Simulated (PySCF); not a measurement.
## Electronic structure of InC (charge +1, triplet) in real space

```yaml
atoms:
  - { symbol: In, position_ang: [0.0000, 0.0000, -0.2732] }
  - { symbol: C, position_ang: [0.0000, 0.0000, 2.6158] }
```

Core potentials replace the inner electrons of In.

Method: PBE0/def2-SVP, non-relativistic Hamiltonian with scalar-relativistic core potentials where named, at a bond length of 2.889 Å in PySCF.

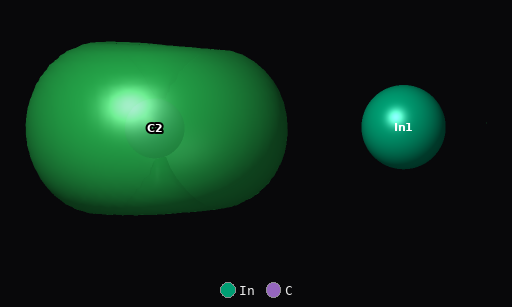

Figure 1. Isosurface of the spin density at +0.03 e/Å³ (green), seen from one side.

### Where is the unpaired spin?

The unpaired spin (2 electrons) lies mostly on C2 (about 1.8) and In1 (about 0.2), in electrons by Hirshfeld's partition.

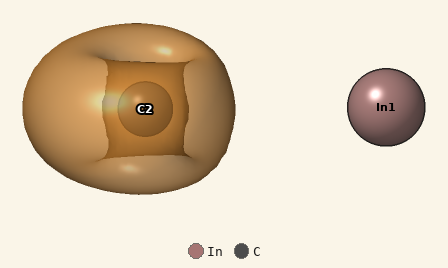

Figure 2. Isosurface of the electron localisation function at 0.8 (orange), seen from one side. Core shells and regions of very low density are left out.

### Where are the electrons localised?

The surface consists of one region wrapped around C (its valence shell). Along the contacts the grid gives the following. C–In (2.89 Å): the ELF peaks at about 0.95 in the valence shell of C, 0.8 Å from its nucleus, and drops to about 0.15 between the two atoms.
